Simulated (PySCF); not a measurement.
F₄Si, SMILES F[Si](F)(F)F at its PBE0/def2-SVP optimised geometry (Å):

```
5

F      1.0581    -0.3737     0.0000
Si    -0.5283    -0.3737     0.0000
F     -1.0581    -1.1210    -1.2950
F     -1.0562     1.1221     0.0000
F     -1.0574    -1.1221     1.2947
```

Level of theory: PBE0/def2-TZVP in PySCF. Cells within 0.4 Å of a nucleus heavier than hydrogen are left out (blank, or x).

Map of the Laplacian of the electron density (e/bohr⁵), clipped to [-1.50, 1.50] on the plane z = 0.0 Å:

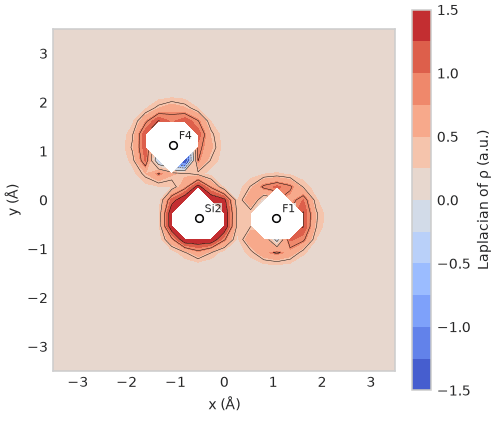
Laplacian of the electron density (e/bohr⁵), clipped to [-1.50, 1.50] on the plane z = 0.0 Å.
